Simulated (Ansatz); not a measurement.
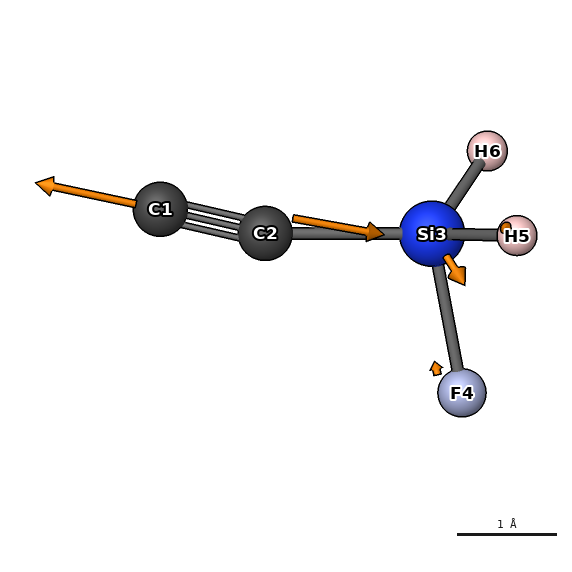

Arrows show the forces on the atoms, 0.07 Å of arrow for 1 eV/Å; forces under a tenth of the largest aren't drawn. The species is neutral and a spin doublet. Level of theory: ωB97M-V/def2-TZVPP (Ansatz 0.2.0).

Question: Which bond do the forces act along most?

Answer: C1–C2, now 1.101 Å: the forces push its atoms apart, so a first step downhill lengthens it.

List the force components in the frame of the picture (x right, y up, z towards the viewer), in eV/Å.

```json
{"atom": "C1", "Fx": "−14.74", "Fy": "3.13", "Fz": "2.37"}
{"atom": "C2", "Fx": "13.41", "Fy": "−2.41", "Fz": "−2.65"}
{"atom": "Si3", "Fx": "2.78", "Fy": "−4.37", "Fz": "2.63"}
{"atom": "F4", "Fx": "−0.50", "Fy": "2.19", "Fz": "0.02"}
{"atom": "H5", "Fx": "−0.86", "Fy": "0.59", "Fz": "−1.44"}
{"atom": "H6", "Fx": "−0.08", "Fy": "0.88", "Fz": "−0.92"}
```
